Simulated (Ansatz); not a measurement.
## C3H5BrSi: single-point calculation

System: C3H5BrSi.
Method: RKS r2SCAN-D4/def2-TZVPP (Ansatz 0.2.0).

The geometry comes from this level: PBE0-D4/def2-TZVP. Figures and captions count atoms from 1; the log counts them from 0 in places.

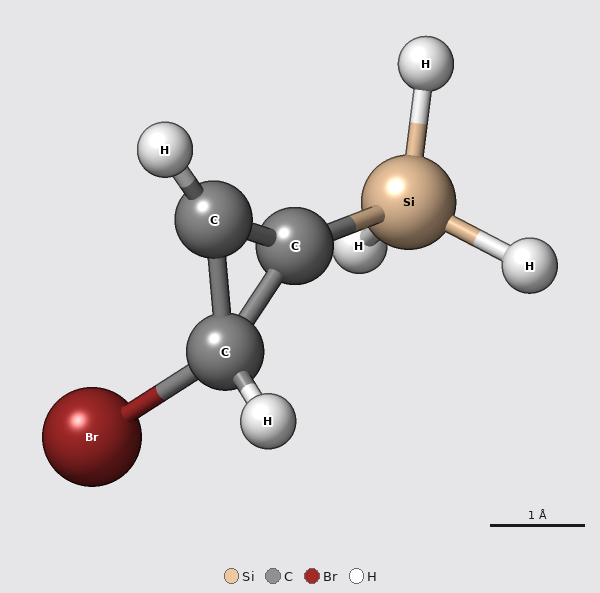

The input geometry (ball-and-stick view, seen at a tilt). Bond lengths as drawn: Br–C 1.97 Å, C–C 1.31 to 1.48 Å, C–H 1.08 Å, C–Si 1.84 Å and H–Si 1.48 Å.

### Input
```yaml
crystal:
  periodic: [false, false, false]
  atoms:
    - {symbol: Si, position_ang: [-1.475371, -0.781259, -0.350359]}
    - {symbol: C, position_ang: [0.018019, 0.119748, 0.249385]}
    - {symbol: C, position_ang: [0.835336, 0.522196, 1.184763]}
    - {symbol: C, position_ang: [1.240980, 0.851059, -0.163435]}
    - {symbol: Br, position_ang: [2.718082, -0.130168, -1.013005]}
    - {symbol: H, position_ang: [-1.029768, -1.889789, -1.228193]}
    - {symbol: H, position_ang: [-2.237165, -1.309467, 0.807378]}
    - {symbol: H, position_ang: [-2.316398, 0.163680, -1.126448]}
    - {symbol: H, position_ang: [1.095876, 0.553535, 2.229768]}
    - {symbol: H, position_ang: [1.233512, 1.849265, -0.586855]}
basis:
  gaussian: {orbitals: def2-TZVPP}
hamiltonian: {xc: r2scan, dispersion: d4}
output: {forces: true, orbitals: {seedname: orbitals}}
```

Run as:
```bash
ansatz run in.yaml --threads 4 --pin off --events-out ev --progress --plain --max-ram 10444MiB
```

### Log
```
Functional definition: r2SCAN
  name "r2SCAN"
  cite "Furness, Kaplan, Ning, Perdew & Sun, J. Phys. Chem. Lett. 11, 8208 (2020) doi:10.1021/acs.jpclett.0c02405"
  cite "Furness, Kaplan, Ning, Perdew & Sun, J. Phys. Chem. Lett. 11, 9248 (2020) doi:10.1021/acs.jpclett.0c03077"
  parent r2scan
  parameter k0 = 0.174
  parameter k1 = 0.065
  parameter a1 = 4.9479
  exchange = r2scan_x(k0 = k0, k1 = k1, a1 = a1)
  correlation = r2scan_c
1499 factors; their error is unknown
mean field evaluation 1: about -81102.7578 eV, gradient 6.3e1 eV
mean field evaluation 2: about -81082.2034 eV, gradient 1.1e2 eV
mean field evaluation 4: about -81112.3858 eV, gradient 5.9e0 eV
mean field evaluation 8: about -81112.4712 eV, gradient 3.4e-1 eV
mean field evaluation 16: about -81112.4153 eV, gradient 7.4e-4 eV
mean field -81112.41525118 eV, -2980.8262805113 hartree, gradient 6.4e-5 eV, S^2 0.000000; 0 other end points of the search recorded, 0 dependent functions left out
the calculation of the forces begins
reference -81112.41526456 eV, -2980.8262810027 hartree; 36, 36 occupied and 217, 217 virtual orbitals, 1499 factors
Total energy: -81112.47684192 eV, -2980.8285439289 hartree
Atom 0 at    -1.475371    -0.781259    -0.350359 Å, force     0.009773     0.002103     0.012207 eV/Å
Atom 1 at     0.018019     0.119748     0.249385 Å, force    -0.305353    -0.168132    -0.139611 eV/Å
Atom 2 at     0.835336     0.522196     1.184763 Å, force     0.148669     0.084894     0.224584 eV/Å
Atom 3 at     1.240980     0.851059    -0.163435 Å, force    -0.090223     0.257858     0.045154 eV/Å
Atom 4 at     2.718082    -0.130168    -1.013005 Å, force     0.224121    -0.154082    -0.127927 eV/Å
Atom 5 at    -1.029768    -1.889789    -1.228193 Å, force    -0.014873     0.020121     0.011450 eV/Å
Atom 6 at    -2.237165    -1.309467     0.807378 Å, force     0.008319     0.006371    -0.029843 eV/Å
Atom 7 at    -2.316398     0.163680    -1.126448 Å, force     0.012457    -0.023849     0.010740 eV/Å
Atom 8 at     1.095876     0.553535     2.229768 Å, force     0.002381    -0.012617    -0.004355 eV/Å
Atom 9 at     1.233512     1.849265    -0.586855 Å, force     0.004730    -0.012666    -0.002400 eV/Å
Dipole moment:    -0.444204     0.148213     0.342264 e Å
```

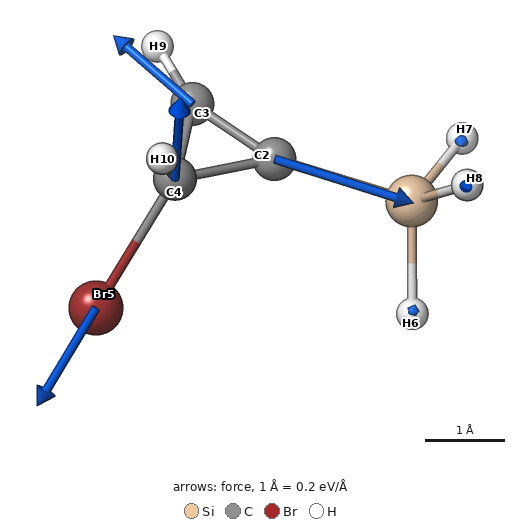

Forces on the atoms as blue arrows (ball-and-stick view, seen at a tilt; atoms are numbered from 1 in the order of the input); the smallest are left out. The largest act on C2 (0.38 eV/Å); Br5 (0.30 eV/Å); C3, C4 (0.28 eV/Å). The geometry is not a stationary point of this energy.

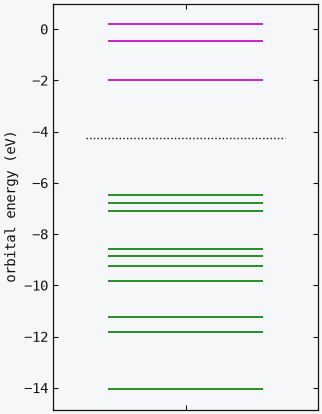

Orbital energies near the frontier; the dotted line parts filled from empty levels, and levels within 0.02 eV of each other stand side by side. Highest filled −6.49 eV, lowest empty −1.98 eV, 4.51 eV apart.

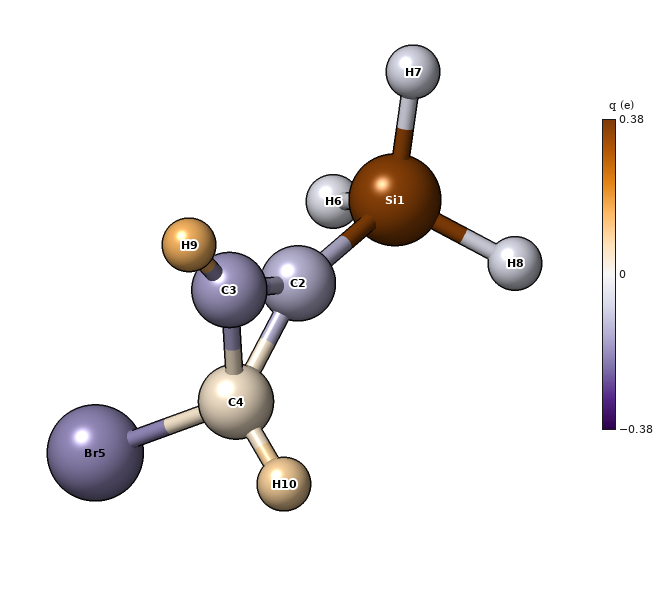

Mulliken charges, as the colour of each atom (ball-and-stick view, seen at a tilt; atoms are numbered from 1 in the order of the input). By element: Si +0.36, C −0.17 to +0.05, Br −0.19 and H −0.06 to +0.15 e.

### Results in brief

- outcome: converged
- total energy: −81112.4768 eV
- mean-field energy: −81112.4153 eV
- dispersion energy: −0.0616 eV
- SCF solution under orbital rotations: stable
- HOMO: −6.49 eV
- LUMO: −1.98 eV
- largest force (length of the vector): 0.375 eV/Å
- dipole moment: 2.79 D
- hardware: 4 threads of Arm Neoverse V2, 23 GiB of memory available, shared host
- wall time: 6 s (CPU time 21 s)
- peak memory: 0.38 GiB
